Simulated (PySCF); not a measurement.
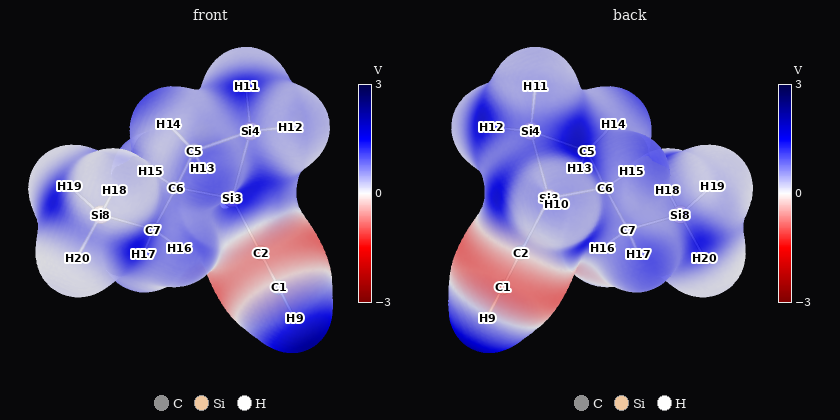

Figure. C$_{5}$H$_{12}$Si$_{3}$. The electrostatic potential painted on the density surface at 0.004 e/bohr³, seen from the front and from behind; the colour scale runs from red (negative) to blue (positive).

Geometry: GFN2-xTB.

Method: PySCF, PBE0/pcSseg-1, SCF density, gas phase, non-relativistic.

```xyz
20

C     3.3188   -0.2190   -1.4755
C     2.5982    0.3911   -0.7301
Si    1.4428    1.2477    0.4369
Si    0.9864    0.1648    2.4478
C    -0.4925   -0.3786    1.3459
C    -0.3723    0.6124    0.1621
C    -0.7027   -0.0046   -1.1916
Si   -2.4762   -0.6817   -1.3160
H     3.9546   -0.7395   -2.1334
H     1.6387    2.6868    0.1952
H     0.5784    0.9835    3.5971
H     1.7757   -0.9516    2.9788
H    -0.3349   -1.3961    0.9840
H    -1.4818   -0.3637    1.8024
H    -1.0673    1.4426    0.3329
H     0.0165   -0.7999   -1.4055
H    -0.5552    0.7520   -1.9677
H    -2.6508   -1.8762   -0.4860
H    -3.4208    0.3484   -0.8711
H    -2.7608   -1.0340   -2.7094
```

### Describe the electrostatic potential map.

The most negative region (about −0.8 V) lies over C1 and C2, the most positive (about +2.1 V) over H9.
